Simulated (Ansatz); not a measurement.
**Dielectric function and optical constants of GaF (model structure)**

Aim: the dielectric function of GaF (model structure), and the optical constants that follow from it. The cell was made here by substitution or stacking, whether or not such a phase is known. It was built so: All Cl replaced by F and In replaced by Ga in the Cmcm structure of InCl.

Calculated with Ansatz 0.2.0; DFT, PBE, plane-wave PAW, default files, scalar-relativistic, independent-particle optical response without local fields.

## Step 1: The starting structure

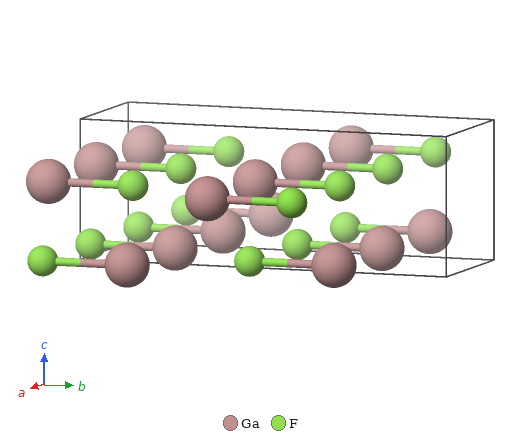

Start, viewed slightly off an axis; gallium pink, fluorine green. 3×1×1 cells are drawn. This picture shows the conventional cell, with its axes. Some periodic images of atoms are drawn too.

As a file:

```cif
data_structure
_symmetry_space_group_name_H-M 'P 1'
_symmetry_Int_Tables_number 1
_cell_length_a 4.9260
_cell_length_b 4.9260
_cell_length_c 3.3707
_cell_angle_alpha 90.000
_cell_angle_beta 90.000
_cell_angle_gamma 140.990
_cell_volume 51.48
loop_
_atom_site_label
_atom_site_type_symbol
_atom_site_fract_x
_atom_site_fract_y
_atom_site_fract_z
_atom_site_occupancy
Ga1 Ga 0.60970 0.39030 0.25000 1
Ga2 Ga 0.39030 0.60970 0.75000 1
F3 F 0.15957 0.84043 0.75000 1
F4 F 0.84043 0.15957 0.25000 1
```

## Step 2: Relaxation

The structure was built or cut out here, so it is relaxed before any spectrum is computed.

This step: DFT, PBE, plane-wave PAW, default files, scalar-relativistic, relaxation (Ansatz 0.2.0).

File input.yaml:

```yaml
crystal:
  lattice:
    - [1.64474334, -4.64330573, 0.0]
    - [1.64474334, 4.64330573, 0.0]
    - [0.0, 0.0, 3.37069957]
  atoms:
    - { symbol: Ga, position: [0.60969874, 0.39030126, 0.25] }
    - { symbol: Ga, position: [0.39030126, 0.60969874, 0.75] }
    - { symbol: F, position: [0.1595731, 0.8404269, 0.75] }
    - { symbol: F, position: [0.8404269, 0.1595731, 0.25] }
kpoints:
  mp_grid: { grid: [7, 7, 7] }
scf:
  occupations: { method: fermi_dirac, width: 0.05 }
hamiltonian:
  xc: pbe
  pseudopotentials: { kind: paw }
output:
  forces: true
  stress: true
relax:
  f_tol: 0.02
  max_steps: 50
  cell: {}
```

On the command line:

```bash
ansatz run input.yaml --threads 2 --pin off --max-ram 5120MiB --backend cpu --events-out ev --progress --plain --runs-dir out
```

Numbers of over 12 decimals in the logs are rounded to 6 here.

The program printed:

```text
Engine: ansatz 0.2.0, x86_64-unknown-linux-gnu
Pseudopotentials: kind: paw
Pseudopotential: Ga, paw, valence charge 13, recommended cutoff 420 eV (normal), Ga.paw.azcp
Pseudopotential: F, paw, valence charge 7, recommended cutoff 420 eV (normal), F.paw.azcp
Functional definition: PBE
  parameter kappa = 0.804
  parameter beta = 0.066725
  exchange = pbe_x(kappa = kappa, mu = beta*pi^2/3)
  correlation = pbe_c(beta = beta)
Crystal: 4 atoms, lattice volume = 51.484 Å³
Basis set: ecut = 420 eV, 1013 PW (Γ), exchange–correlation on 72×72×48 points (8 copies of the dense FFT grid, shifted against one another)
Bands: 24, of which v1, the nominal top of the filled ones, is band 20 counted from 1 (19 counted from 0)
Symmetry: 8 space group operations
Space group: Cmcm (ITA 63), of the structure as read, at distance tolerance 3.7e-5 Å
k-points: 64 of 343
Non-local potential: Ga, projectors of the file, l = 0: 2, l = 1: 2, l = 2: 3, l = 3: 1
Non-local potential: F, projectors of the file, l = 0: 2, l = 1: 2, l = 2: 1
PAW form: soft (Blöchl's): semilocal exchange-correlation on the pseudo side does not see the compensation charge
PAW one-centre angular grid: Ga, 590 points (default); XC on 64 Gauss nodes
PAW one-centre angular grid: F, 110 points (default); XC on 64 Gauss nodes
Initial density: superposition of atomic densities (neutral atoms: chi_scale 0, normalization atom), corrected by the library's trained network
Initial wavefunctions: pseudopotential atomic-orbital guess
Functional: x = pbe(κ = 0.804, μ = 0.219515), c = pbe(β = 0.066725)
SCF iter   1: F=—  HF=-9182.374276 eV  |F-HF|=—  |Δ(HF+E_count)|=         —  Δρ=4.06e-3  dr2=6.21e-3  ethr=1.77e-3  ⟨swp⟩=4.8  Hψ=5835  notcnv=0
preconditioner: auto → none  [insulator: Δε(μ)=0.233 eV  Ē_g=16.206 eV  σ=0.050 eV  W_gap=0.53  n_scr=12 (ndim 8)  ℏωp=32.7 eV  f_vac=0.000  D(μ)=0.18/eV (n_scr^D=0)  ε∞_Penn≈5.1]
SCF iter   2: F=—  HF=-9182.373917 eV  |F-HF|=—  |Δ(HF+E_count)|=   3.58e-4  Δρ=1.64e-3  dr2=7.12e-4  ethr=1.55e-5  ⟨swp⟩=2.7  Hψ=3085  notcnv=0
SCF iter   3: F=—  HF=-9182.374210 eV  |F-HF|=—  |Δ(HF+E_count)|=   2.92e-4  Δρ=3.94e-4  dr2=5.42e-5  ethr=1.78e-6  ⟨swp⟩=2.0  Hψ=2673  notcnv=0
SCF iter   4: F=—  HF=-9182.374194 eV  |F-HF|=—  |Δ(HF+E_count)|=   1.62e-5  Δρ=1.74e-4  dr2=6.19e-6  ethr=1.36e-7  ⟨swp⟩=2.0  Hψ=2690  notcnv=0
SCF iter   5: F=—  HF=-9182.374195 eV  |F-HF|=—  |Δ(HF+E_count)|=   1.22e-6  Δρ=3.44e-5  dr2=2.89e-7  ethr=1.55e-8  ⟨swp⟩=2.0  Hψ=2689  notcnv=0
SCF iter   6: F=-9182.374195 eV  HF=-9182.374195 eV  |F-HF|=7.38e-9  |Δ(HF+E_count)|=   3.95e-7  Δρ=3.62e-6  dr2=1.39e-8  ethr=2.50e-10  ⟨swp⟩=4.3  Hψ=5549  notcnv=0
SCF 1 converged in 6 iterations: F = -9182.374195 eV  dr2 = 1.39e-8
  greatest PAW one-centre occupation: 0.996 electrons in one spin orbital (limit 2), on the Ga atom at site 1 (counted from 0), in its partial waves of l = 2
relax step   1: F+E_penalty+E_count = -9182.37419512 eV  Δ(F+E_penalty+E_count) = +0.000e0 eV  max|allowed force component| = 4.137e-1 eV/Å  Δτ_max = 0.0000 Å  P = +18.897 GPa  Ω = 51.484 Å³  (6 SCF iters, dr2 threshold 1.00e-7 eV, accepted)
Crystal: 4 atoms, lattice volume = 57.674 Å³
Basis set: ecut = 420 eV, 1143 PW (Γ), exchange–correlation on 72×72×48 points (8 copies of the dense FFT grid, shifted against one another)
Initial density: handed on by an earlier stage of this run
Initial wavefunctions: those handed on with the density
iter 1 solved again at ethr=6.46e-4 eV; its pass at ethr=3.10e-3 eV (dr2=2.58e-1 eV) is discarded
SCF iter   1: F=—  HF=-9182.982244 eV  |F-HF|=—  |Δ(HF+E_count)|=         —  Δρ=1.85e-2  dr2=2.59e-1  ethr=6.46e-4  ⟨swp⟩=1.0  Hψ=9407  notcnv=0
preconditioner: auto → none  [insulator: Δε(μ)=0.376 eV  Ē_g=15.602 eV  σ=0.050 eV  W_gap=0.94  n_scr=12 (ndim 8)  ℏωp=30.9 eV  f_vac=0.012  D(μ)=0.02/eV (n_scr^D=0)  ε∞_Penn≈4.9]
SCF iter   2: F=—  HF=-9182.924414 eV  |F-HF|=—  |Δ(HF+E_count)|=   5.78e-2  Δρ=1.89e-2  dr2=1.23e-1  ethr=6.46e-4  ⟨swp⟩=3.1  Hψ=3281  notcnv=0
SCF iter   3: F=—  HF=-9182.894240 eV  |F-HF|=—  |Δ(HF+E_count)|=   3.02e-2  Δρ=3.98e-3  dr2=7.08e-3  ethr=3.07e-4  ⟨swp⟩=2.0  Hψ=2704  notcnv=0
SCF iter   4: F=—  HF=-9182.891784 eV  |F-HF|=—  |Δ(HF+E_count)|=   2.46e-3  Δρ=1.10e-3  dr2=2.53e-4  ethr=1.77e-5  ⟨swp⟩=2.0  Hψ=2028  notcnv=0
SCF iter   5: F=—  HF=-9182.891778 eV  |F-HF|=—  |Δ(HF+E_count)|=   6.32e-6  Δρ=3.04e-4  dr2=1.57e-5  ethr=6.32e-7  ⟨swp⟩=2.8  Hψ=2684  notcnv=0
SCF iter   6: F=—  HF=-9182.891782 eV  |F-HF|=—  |Δ(HF+E_count)|=   4.06e-6  Δρ=6.91e-5  dr2=8.47e-7  ethr=3.94e-8  ⟨swp⟩=2.9  Hψ=2715  notcnv=0
SCF iter   7: F=-9182.891782 eV  HF=-9182.891782 eV  |F-HF|=2.11e-8  |Δ(HF+E_count)|=   4.83e-7  Δρ=1.11e-5  dr2=3.92e-8  ethr=1.00e-9  ⟨swp⟩=5.0  Hψ=6264  notcnv=0
SCF 2 converged in 7 iterations: F = -9182.891782 eV  dr2 = 3.92e-8
relax step   2: F+E_penalty+E_count = -9182.89178230 eV  Δ(F+E_penalty+E_count) = -5.176e-1 eV  max|allowed force component| = 2.583e-1 eV/Å  Δτ_max = 0.0734 Å  P = +6.863 GPa  Ω = 57.674 Å³  energy of the carried Pulay correction = -1.753e-2 eV  (7 SCF iters, dr2 threshold 4.00e-7 eV, accepted)
Crystal: 4 atoms, lattice volume = 62.399 Å³
Basis set: ecut = 420 eV, 1221 PW (Γ), exchange–correlation on 72×72×48 points (8 copies of the dense FFT grid, shifted against one another)
iter 1 solved again at ethr=4.64e-4 eV; its pass at ethr=3.10e-3 eV (dr2=1.86e-1 eV) is discarded
SCF iter   1: F=—  HF=-9183.092460 eV  |F-HF|=—  |Δ(HF+E_count)|=         —  Δρ=1.45e-2  dr2=1.87e-1  ethr=4.64e-4  ⟨swp⟩=1.5  Hψ=9234  notcnv=0
preconditioner: auto → none  [insulator: Δε(μ)=0.454 eV  Ē_g=15.370 eV  σ=0.050 eV  W_gap=0.98  n_scr=14 (ndim 8)  ℏωp=29.7 eV  f_vac=0.022  D(μ)=0.01/eV (n_scr^D=0)  ε∞_Penn≈4.7]
SCF iter   2: F=—  HF=-9183.057318 eV  |F-HF|=—  |Δ(HF+E_count)|=   3.51e-2  Δρ=1.48e-2  dr2=9.44e-2  ethr=4.64e-4  ⟨swp⟩=3.1  Hψ=3306  notcnv=0
SCF iter   3: F=—  HF=-9183.034859 eV  |F-HF|=—  |Δ(HF+E_count)|=   2.25e-2  Δρ=3.08e-3  dr2=3.84e-3  ethr=2.36e-4  ⟨swp⟩=2.1  Hψ=2702  notcnv=0
SCF iter   4: F=—  HF=-9183.033977 eV  |F-HF|=—  |Δ(HF+E_count)|=   8.82e-4  Δρ=1.15e-3  dr2=2.02e-4  ethr=9.61e-6  ⟨swp⟩=2.0  Hψ=2047  notcnv=0
SCF iter   5: F=—  HF=-9183.034248 eV  |F-HF|=—  |Δ(HF+E_count)|=   2.71e-4  Δρ=3.69e-4  dr2=1.72e-5  ethr=5.05e-7  ⟨swp⟩=2.0  Hψ=2791  notcnv=0
SCF iter   6: F=—  HF=-9183.034263 eV  |F-HF|=—  |Δ(HF+E_count)|=   1.51e-5  Δρ=7.75e-5  dr2=1.52e-6  ethr=4.29e-8  ⟨swp⟩=2.0  Hψ=2708  notcnv=0
SCF iter   7: F=-9183.034263 eV  HF=-9183.034263 eV  |F-HF|=9.64e-9  |Δ(HF+E_count)|=   5.67e-8  Δρ=1.37e-5  dr2=4.64e-8  ethr=1.00e-9  ⟨swp⟩=5.0  Hψ=6671  notcnv=0
[...]
relax step  19: F+E_penalty+E_count = -9183.34605005 eV  Δ(F+E_penalty+E_count) = +8.469e-4 eV  max|allowed force component| = 9.527e-4 eV/Å  Δτ_max = 0.0036 Å  P = +0.000 GPa  Ω = 77.893 Å³  energy of the carried Pulay correction = -1.336e-2 eV  (9 SCF iters, accepted)
relax step  20: F+E_penalty+E_count = -9183.36538784 eV  Δ(F+E_penalty+E_count) = -1.934e-2 eV  max|allowed force component| = 1.420e-3 eV/Å  Δτ_max = 0.0000 Å  P = +0.166 GPa  Ω = 77.893 Å³  stress off target by 5.44e-1 GPa  SCF on the basis re-selected at this cell (its energy is not comparable with the rows above)  (8 SCF iters)
relax step  21: F+E_penalty+E_count = -9183.36636652 eV  Δ(F+E_penalty+E_count) = -9.787e-4 eV  max|allowed force component| = 1.319e-2 eV/Å  Δτ_max = 0.0177 Å  P = +0.101 GPa  Ω = 79.254 Å³  energy of the carried Pulay correction = -3.036e-3 eV  (7 SCF iters, dr2 threshold 4.00e-7 eV, accepted)
relax step  22: F+E_penalty+E_count = -9183.36533335 eV  Δ(F+E_penalty+E_count) = +1.033e-3 eV  max|allowed force component| = 1.414e-2 eV/Å  Δτ_max = 0.0113 Å  P = -0.018 GPa  Ω = 80.006 Å³  energy of the carried Pulay correction = -4.906e-3 eV  (7 SCF iters, dr2 threshold 2.37e-7 eV, accepted)
relax step  23: F+E_penalty+E_count = -9183.36498946 eV  Δ(F+E_penalty+E_count) = +3.439e-4 eV  max|allowed force component| = 7.579e-4 eV/Å  Δτ_max = 0.0034 Å  P = -0.002 GPa  Ω = 80.164 Å³  energy of the carried Pulay correction = -5.333e-3 eV  (6 SCF iters, dr2 threshold 1.10e-8 eV, accepted)
relax step  24: F+E_penalty+E_count = -9183.37223336 eV  Δ(F+E_penalty+E_count) = -7.244e-3 eV  max|allowed force component| = 9.232e-4 eV/Å  Δτ_max = 0.0000 Å  P = +0.059 GPa  Ω = 80.164 Å³  stress off target by 2.44e-1 GPa  SCF on the basis re-selected at this cell (its energy is not comparable with the rows above)  (8 SCF iters)
relax step  25: F+E_penalty+E_count = -9183.37183432 eV  Δ(F+E_penalty+E_count) = +3.990e-4 eV  max|allowed force component| = 1.327e-3 eV/Å  Δτ_max = 0.0114 Å  P = +0.038 GPa  Ω = 80.970 Å³  energy of the carried Pulay correction = -1.661e-3 eV  (7 SCF iters, dr2 threshold 1.49e-7 eV, accepted)
relax step  26: F+E_penalty+E_count = -9183.37061335 eV  Δ(F+E_penalty+E_count) = +1.221e-3 eV  max|allowed force component| = 9.716e-3 eV/Å  Δτ_max = 0.0056 Å  P = -0.038 GPa  Ω = 81.567 Å³  energy of the carried Pulay correction = -3.019e-3 eV  (7 SCF iters, dr2 threshold 1.98e-8 eV, accepted)
relax step  27: F+E_penalty+E_count = -9183.37074216 eV  Δ(F+E_penalty+E_count) = -1.288e-4 eV  max|allowed force component| = 1.723e-3 eV/Å  Δτ_max = 0.0010 Å  P = +0.001 GPa  Ω = 81.518 Å³  energy of the carried Pulay correction = -2.903e-3 eV  (5 SCF iters, dr2 threshold 8.87e-9 eV, accepted)
relax step  28: F+E_penalty+E_count = -9183.37430699 eV  Δ(F+E_penalty+E_count) = -3.565e-3 eV  max|allowed force component| = 1.354e-3 eV/Å  Δτ_max = 0.0000 Å  P = +0.027 GPa  Ω = 81.518 Å³  stress off target by 1.17e-1 GPa  SCF on the basis re-selected at this cell (its energy is not comparable with the rows above)  (8 SCF iters)
relax step  29: F+E_penalty+E_count = -9183.37319028 eV  Δ(F+E_penalty+E_count) = +1.117e-3 eV  max|allowed force component| = 5.104e-3 eV/Å  Δτ_max = 0.0095 Å  P = +0.024 GPa  Ω = 82.250 Å³  energy of the carried Pulay correction = -1.498e-3 eV  (7 SCF iters, dr2 threshold 3.40e-8 eV, accepted)
relax step  30: F+E_penalty+E_count = -9183.37488669 eV  Δ(F+E_penalty+E_count) = -1.696e-3 eV  max|allowed force component| = 5.051e-3 eV/Å  Δτ_max = 0.0000 Å  P = +0.034 GPa  Ω = 82.250 Å³  stress off target by 9.40e-2 GPa  SCF on the basis re-selected at this cell (its energy is not comparable with the rows above)  (7 SCF iters)
relax step  31: F+E_penalty+E_count = -9183.37421150 eV  Δ(F+E_penalty+E_count) = +6.752e-4 eV  max|allowed force component| = 1.350e-3 eV/Å  Δτ_max = 0.0048 Å  P = -0.007 GPa  Ω = 82.642 Å³  energy of the carried Pulay correction = -7.632e-4 eV  (7 SCF iters, dr2 threshold 2.21e-8 eV, accepted)
iter 1 solved again at ethr=8.90e-8 eV; its pass at ethr=3.10e-3 eV (dr2=3.56e-5 eV) is discarded
SCF iter   1: F=—  HF=-9183.374456 eV  |F-HF|=—  |Δ(HF+E_count)|=         —  Δρ=1.34e-4  dr2=6.82e-7  ethr=8.90e-8  ⟨swp⟩=3.0  Hψ=9651  notcnv=0
preconditioner: auto → Resta (q_TF=auto, 2.418 Å⁻¹)  ε∞=3.9  [insulator: Δε(μ)=2.343 eV  Ē_g=15.084 eV  σ=0.050 eV  W_gap=1.00  n_scr=18 (ndim 8)  ℏωp=25.8 eV  f_vac=0.151  D(μ)=0.00/eV (n_scr^D=0)  ε∞_Penn≈3.9]
SCF iter   2: F=—  HF=-9183.374935 eV  |F-HF|=—  |Δ(HF+E_count)|=   4.78e-4  Δρ=6.72e-5  dr2=2.41e-7  ethr=1.70e-9  ⟨swp⟩=2.0  Hψ=2816  notcnv=0
SCF iter   3: F=—  HF=-9183.375062 eV  |F-HF|=—  |Δ(HF+E_count)|=   1.28e-4  Δρ=3.01e-5  dr2=2.98e-8  ethr=6.01e-10  ⟨swp⟩=2.0  Hψ=2046  notcnv=0
SCF iter   4: F=—  HF=-9183.375094 eV  |F-HF|=—  |Δ(HF+E_count)|=   3.12e-5  Δρ=1.03e-6  dr2=7.12e-10  ethr=7.46e-11  ⟨swp⟩=2.0  Hψ=2816  notcnv=0
SCF iter   5: F=—  HF=-9183.375094 eV  |F-HF|=—  |Δ(HF+E_count)|=   4.52e-9  Δρ=4.12e-7  dr2=1.25e-10  ethr=1.78e-12  ⟨swp⟩=2.0  Hψ=2688  notcnv=0
SCF iter   6: F=-9183.375094 eV  HF=-9183.375094 eV  |F-HF|=2.04e-10  |Δ(HF+E_count)|=  8.00e-10  Δρ=1.94e-7  dr2=3.86e-11  ethr=1.00e-12  ⟨swp⟩=4.2  Hψ=5517  notcnv=0
SCF 32 converged in 6 iterations: F = -9183.375094 eV  dr2 = 3.86e-11
relax step  32: F+E_penalty+E_count = -9183.37509357 eV  Δ(F+E_penalty+E_count) = -8.821e-4 eV  max|allowed force component| = 1.302e-3 eV/Å  Δτ_max = 0.0000 Å  P = +0.013 GPa  Ω = 82.642 Å³  stress off target by 3.85e-2 GPa  SCF on the basis re-selected at this cell (its energy is not comparable with the rows above)  (6 SCF iters)
basis re-selected at this cell: Δ(F+E_penalty+E_count) = -8.821e-4 eV, ΔP = +0.020 GPa vs the last step (what re-selecting the basis moved, of the pressure what is left beyond the Pulay correction that the steps carried, after the strain that the cell walked since its last selection, with what the two solves' SCF thresholds leave and, on support functions, any second-order correction that the steps lacked; it is no m [...]
SCF converged after 6 iterations
Free energy (F): -9183.375094 eV
Harris-Foulkes:  -9183.375094 eV  (|F-HF|=2.04e-10)
Internal energy: -9183.375094 eV  (E = F + TS)
E sigma→0 (E₀):  -9183.375094 eV
Fermi energy:    3.970709 eV
--- Per-component energies (eV) ---
  E_band       = -297.454352
  E_kinetic    = 636.618152
  E_local      = -6097.950235  (includes V_loc(G=0)·N_el)
  E_nonlocal   = 988.351267
  E_hartree    = 2713.428849
  E_xc         = -297.124369
  E_vxc        = -318.178100  (∫ρ·V_xc dr)
  E_paw        = -4365.872993  (= ΣΔE_a)
  E_vpaw       = -933.156518  (= ΣTr[D̂ρ^β])
  E_aug_tail   = 0.003669  (compensation charges beyond the density's cutoff)
  E_ewald      = -2760.829434
  E_smearing   = -0.000000  (= −TS)
  E_closure    = -0.000000  (closes the sum)
  Σ components = -9183.375094   (vs F -9183.375094, Δ=0.00e0)
--- Forces (eV/Å), atoms counted from 1 ---
  atom   1  Ga     0.00000000     0.00114269     0.00000000
  atom   2  Ga     0.00000000    -0.00114269     0.00000000
  atom   3  F      0.00000000     0.00130229     0.00000000
  atom   4  F      0.00000000    -0.00130229     0.00000000
  max |Σ_I F_I| component: 2.17e-19 eV/Å
--- Stress (GPa, compression-positive) ---
        0.011552       0.000000       0.000000
        0.000000       0.038547       0.000000
        0.000000       0.000000      -0.010820
  P = ⅓ Tr σ = 0.0131 GPa (0.131 kbar)
--- Relaxed structure (25 steps of the walk, 25 accepted, 7 SCFs on fresh bases) ---
  F+E_penalty+E_count = -9183.37509357 eV   max|allowed force component| = 1.302e-3 eV/Å   (the final SCF, on the basis selected at the relaxed cell)
  cell:  # Å, volume = 82.6423 Å³
    - [1.802181, -6.308698, 0.0]
    - [1.802181, 6.308698, 0.0]
    - [0.0, 0.0, 3.634411]
  atoms:
    - { symbol: Ga, position: [0.640316, 0.359684, 0.25] }
    - { symbol: Ga, position: [0.359684, 0.640316, 0.750000] }
    - { symbol: F, position: [0.196025, 0.803975, 0.750000] }
    - { symbol: F, position: [0.803975, 0.196025, 0.25] }
```

The job ended after 33 s (2 threads of AMD EPYC 9R45, shared host; peak memory 0.48 GiB; 64 s of CPU time).

Step by step (22 of 32):

| step | energy less that of the first step (eV) | largest force component (eV/Å) | pressure (GPa) | volume (Å³) |
| --- | --- | --- | --- | --- |
| 1 | 0.0000 | 0.4137 | 18.90 | 51.48 |
| 2 | -0.5176 | 0.2583 | 6.86 | 57.67 |
| 4 | -0.6789 | 0.1194 | 0.29 | 63.47 |
| 5 | -0.6832 | 0.0621 | -0.23 | 64.42 |
| 7 | -0.6848 | 0.0021 | -0.05 | 64.37 |
| 8 | -0.6849 | 0.0008 | 0.00 | 64.31 |
| 10 | -0.9084 | 0.1272 | 1.92 | 69.16 |
| 11 | -0.9047 | 0.2093 | -0.71 | 73.31 |
| 13 | -0.9113 | 0.0166 | -0.03 | 73.18 |
| 14 | -0.9108 | 0.0033 | 0.00 | 73.31 |
| 16 | -0.9759 | 0.0274 | 0.47 | 75.10 |
| 17 | -0.9735 | 0.0650 | -0.12 | 77.22 |
| 19 | -0.9719 | 0.0010 | 0.00 | 77.89 |
| 20* | -0.9912 | 0.0014 | 0.17 | 77.89 |
| 22 | -0.9911 | 0.0141 | -0.02 | 80.01 |
| 23 | -0.9908 | 0.0008 | 0.00 | 80.16 |
| 25 | -0.9976 | 0.0013 | 0.04 | 80.97 |
| 26 | -0.9964 | 0.0097 | -0.04 | 81.57 |
| 28* | -1.0001 | 0.0014 | 0.03 | 81.52 |
| 29 | -0.9990 | 0.0051 | 0.02 | 82.25 |
| 31 | -1.0000 | 0.0014 | -0.01 | 82.64 |
| 32* | -1.0009 | 0.0013 | 0.01 | 82.64 |

Relaxation steps marked * repeat the geometry before them on a plane-wave basis chosen anew for their cell, so energy and pressure can jump there. Other such steps can lie between the rows shown.

Forces are held to the 8 operations that the run works with; a distortion that breaks them can't arise in this run.

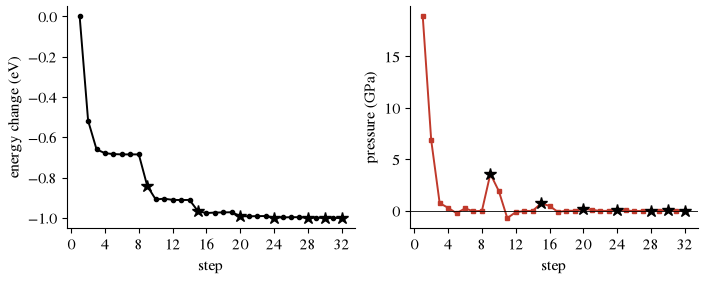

Energy and pressure along the relaxation. Stars mark steps on a basis chosen anew.

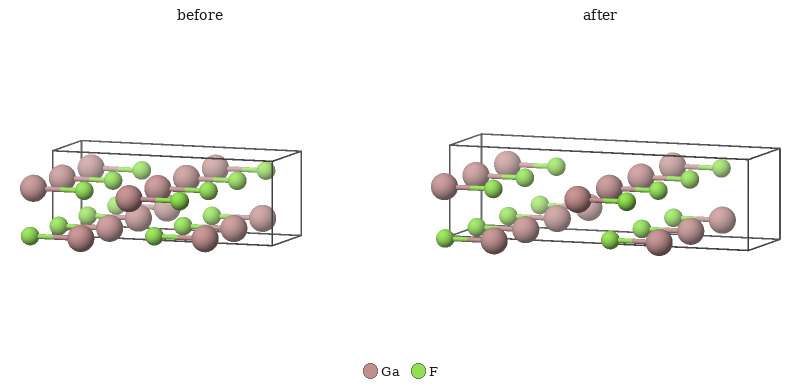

Before and after, at one scale.

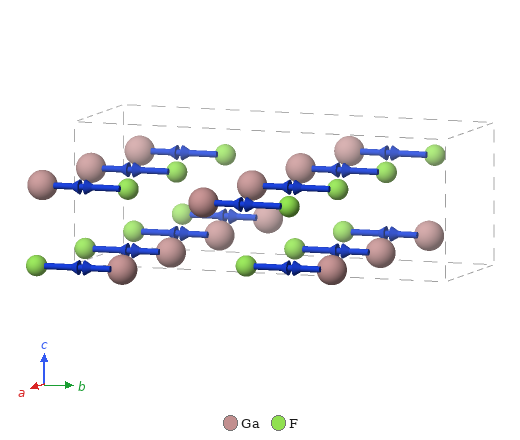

Displacements in the relaxation, exaggerated, measured against the changing cell; the longest in the cell stands for 0.46 Å. 3×1×1 conventional cells are drawn. Some periodic images of atoms are drawn too.

| cell as run | before | after | change |
| --- | --- | --- | --- |
| a (Å) | 4.926 | 6.561 | +33.2 % |
| b (Å) | 4.926 | 6.561 | +33.2 % |
| c (Å) | 3.371 | 3.634 | +7.8 % |
| γ (°) | 140.99 | 148.11 | +5.1 % |
| volume (Å³/atom) | 12.87 | 20.66 | +60.5 % |

The atoms that moved most (Å, as changes of fractional coordinates times the final cell):

| atom | dx | dy | dz | length |
| --- | --- | --- | --- | --- |
| F4 | 0.000 | 0.460 | 0.000 | 0.460 |
| F3 | 0.000 | -0.460 | 0.000 | 0.460 |
| Ga2 | 0.000 | 0.386 | 0.000 | 0.386 |
| Ga1 | 0.000 | -0.386 | 0.000 | 0.386 |

The relaxed structure:

```cif
data_structure
_symmetry_space_group_name_H-M 'P 1'
_symmetry_Int_Tables_number 1
_cell_length_a 6.5611
_cell_length_b 6.5611
_cell_length_c 3.6344
_cell_angle_alpha 90.000
_cell_angle_beta 90.000
_cell_angle_gamma 148.114
_cell_volume 82.64
loop_
_atom_site_label
_atom_site_type_symbol
_atom_site_fract_x
_atom_site_fract_y
_atom_site_fract_z
_atom_site_occupancy
Ga1 Ga 0.64032 0.35968 0.25000 1
Ga2 Ga 0.35968 0.64032 0.75000 1
F3 F 0.19603 0.80397 0.75000 1
F4 F 0.80397 0.19603 0.25000 1
```

The relaxation ends with a largest force component of 0.0013 eV/Å and a pressure of 0.01 GPa.

(Part 1 of 3 ends here.)

[Logs are printed without paths, hosts, clocks, repeated set-up lines and the standing remarks that a program may print on its own settings, such as how far it seeks lower states.]

[Hosts, paths, dates, database ids (printed as entryN), source tags and the programs' standing remarks are cut or masked in the printed files.]
